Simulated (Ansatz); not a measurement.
# How aqueous K+ and HSO4- changes with salt concentration

How do pressure, forces, levels, charges and cost change as salt is added?

Computed with Ansatz 0.2.0: Kohn-Sham DFT, r2SCAN+D4, PAW (set soft_2). Every run is a single point, with the atoms held where the recipe put them (cutoff of the plane-wave runs 500 eV, fixed occupations).

First member: 55 H2O, 1 K+, 1 HSO4- placed at random, at 1.08 g/cm³; overlaps pushed apart, then 10 ps at 420 K with Joung-Cheatham ions (J. Phys. Chem. B 112, 9020 (2008)); MMFF94 bonds, angles, torsions, charges and radii (Halgren, J. Comput. Chem. 17, 490 (1996)) in harmonic and 12-6 forms; SPC/E water (Berendsen, Grigera and Straatsma, J. Phys. Chem. 91, 6269 (1987)); charges of ions scaled by 0.85. Snapshot after 20 ps at 300 K and fixed volume.

Last member: 46 H2O, 5 K+, 5 HSO4- placed at random, at 1.43 g/cm³; overlaps pushed apart, then 10 ps at 420 K with Joung-Cheatham ions (J. Phys. Chem. B 112, 9020 (2008)); MMFF94 bonds, angles, torsions, charges and radii (Halgren, J. Comput. Chem. 17, 490 (1996)) in harmonic and 12-6 forms; SPC/E water (Berendsen, Grigera and Straatsma, J. Phys. Chem. 91, 6269 (1987)); charges of ions scaled by 0.85. Snapshot after 20 ps at 300 K and fixed volume.

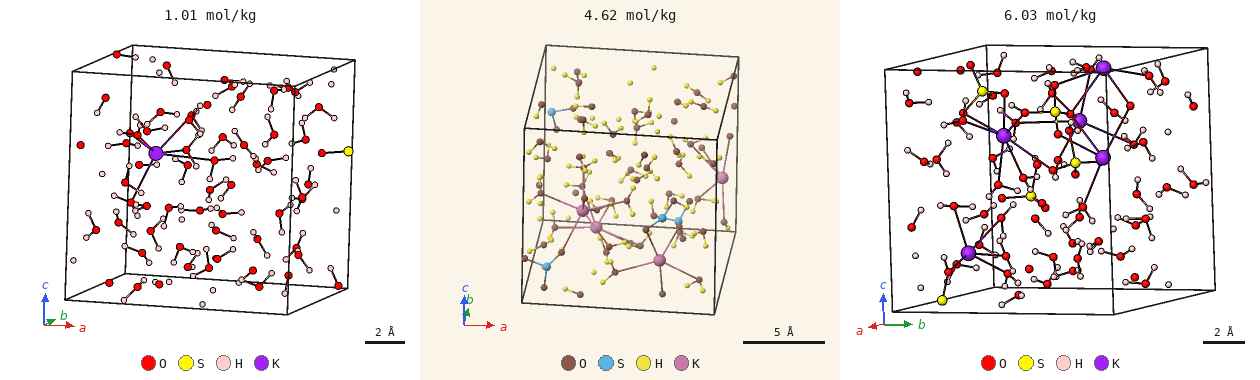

Three members of the series, labelled by salt concentration. Bonds to atoms that aren't drawn are left out. Some periodic images of atoms are drawn too.

The members:

```tsv
salt concentration (mol/kg)	reduced formula	atoms	valence electrons	k-mesh	basis	density (g/cm³)
1.01	KH111SO59	172	480	1×1×1	plane waves	1.08
2.09	K2H108S2O61	173	504	1×1×1	plane waves	1.17
4.62	KH25SO16	172	544	1×1×1	plane waves	1.35
6.03	K5H97S5O66	173	568	1×1×1	plane waves	1.43
```

Each cell is one sample from a classical run, so sample-to-sample scatter enters every column; pressures lack the kinetic term, and hold the strain of bonds inside molecules, whose lengths the classical model set.

The input of the first member, without its atom lines; other members have their own cell and atoms, and may differ in mesh, basis and outputs:

```yaml
crystal:
  lattice:
    - [11.99258, 0.0, 0.0]
    - [0.0, 11.99258, 0.0]
    - [0.0, 0.0, 11.99258]
  atoms:
    [... 172 lines ...]
kpoints:
  mp_grid: { grid: [1, 1, 1] }
hamiltonian:
  xc: r2scan
  dispersion: d4
scf:
  occupations: { method: fixed }
output:
  forces: true
  stress: true
  populations: true
  dos:
    method: { smearing: { sigma: 0.1 } }
    de: 0.1
    projected: { site_lists: { H: [H], K: [K], O: [O], S: [S] } }
  eigenvalues: true
  write_density: true
  write_potential: true
  volumetric_format: npy
```

Results; charges are mean Löwdin charges in e:

```tsv
salt concentration (mol/kg)	pressure (GPa)	r.m.s. force (eV/Å)	gap (eV)	q(S)	q(K)	q(O)
1.01	-4.14	0.735	4.78	+2.55	+0.86	-0.71
2.09	-3.47	0.723	4.89	+2.58	+0.87	-0.72
4.62	-2.86	0.755	4.97	+2.53	+0.85	-0.72
6.03	-2.03	0.823	4.73	+2.58	+0.85	-0.73
```

The gap is that between the highest filled and lowest empty Kohn-Sham level on the run's k-points, and semilocal functionals tend to put gaps under measured ones. The projection misses up to 0.041 e an atom, so the charges add up to more than the cell's charge. Each mean runs over all atoms of an element, whatever their surroundings.

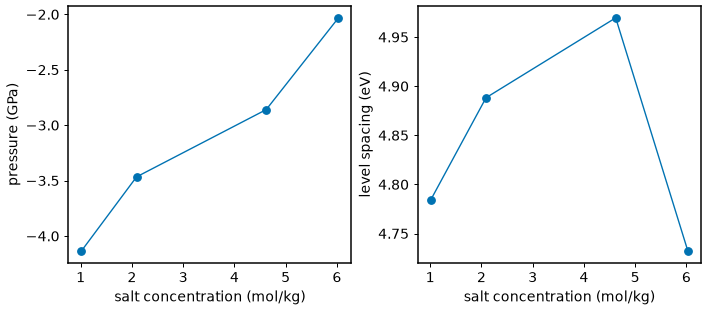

Results against salt concentration.

Cost on 8 threads of Arm Neoverse V2, shared host:

```tsv
salt concentration (mol/kg)	atoms	basis	k-mesh	SCF cycles	time	host memory (GiB)
1.01	172	plane waves	1×1×1	9	35 s	4.8
2.09	173	plane waves	1×1×1	9	36 s	4.8
4.62	172	plane waves	1×1×1	10	39 s	4.9
6.03	173	plane waves	1×1×1	9	39 s	5.0
```

Times include the outputs that each run asked for, on hosts shared with other jobs.

What the series shows: The gap is lowest at 6.03 mol/kg (4.73 eV) and highest at 4.62 mol/kg (4.97 eV), with no steady trend; in single samples it varies with the configuration. The pressure goes steadily from -4.1 GPa at 1.01 to -2 GPa at 6.03 mol/kg; the recipes set unlike densities, and the bond lengths of the classical model enter the pressure too.

**Limits.** The network of contacts between molecules at the start is that of the classical potential that made the cell, and needn't be the one that DFT or experiment would give. The concentration wasn't checked against solubility and may exceed it.

[Logs are printed without paths, hosts, clocks, repeated set-up lines and the standing remarks that a program may print on its own settings, such as how far it seeks lower states.]

[Hosts, paths, dates, database ids (printed as entryN), source tags and the programs' standing remarks are cut or masked in the printed files.]

[The MMFF94 radii named for the starting cell were scaled by 0.96; in molecules described by MMFF94, hydrogen bound to N, O or S took a small fixed 12-6 site in their place.]
